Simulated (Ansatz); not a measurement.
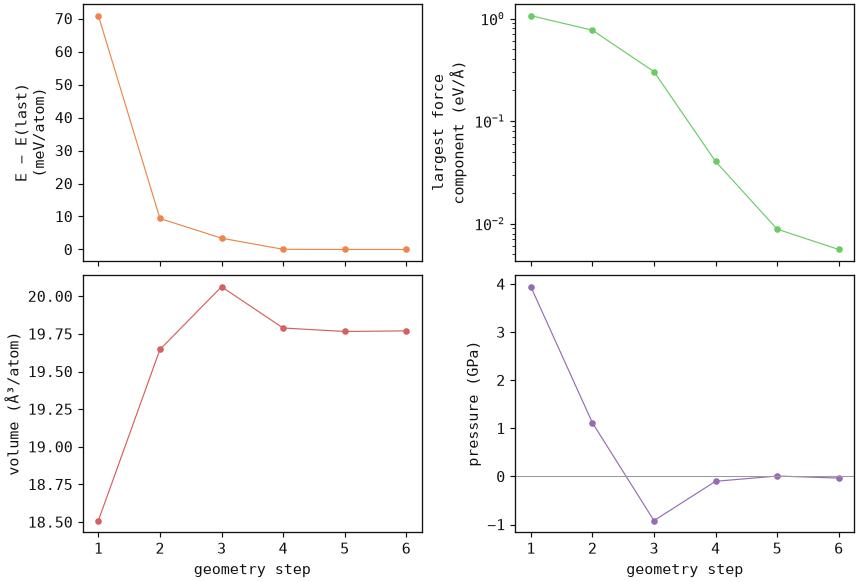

History of a geometry optimisation. Atoms and cell relax. A closing SCF on a freshly chosen basis isn't drawn.

- system: CaTi₂P₂ (P-3m1, 5 atoms in the cell)
- method: DFT, PAW plane waves, r2SCAN (Ansatz); cutoff 500 eV, 6×6×4 k-mesh, Methfessel–Paxton smearing of 0.1649 eV

Question: How did it end, and what did it gain?

Answer: The optimisation met its thresholds at geometry 6, counting the start as the first. The energy fell by about 71 meV/atom from the first step to the last. The largest force component goes from about 1.1 eV/Å at the start to 6 × 10⁻³ eV/Å at the end.

Question: What happens to the cell?

Answer: The volume grows from 18.5 to 19.8 Å³ per atom (+7 %), overshooting to 20.1 at step 3, as the pressure goes from 3.9 GPa to about 0 GPa. The start was compressed.
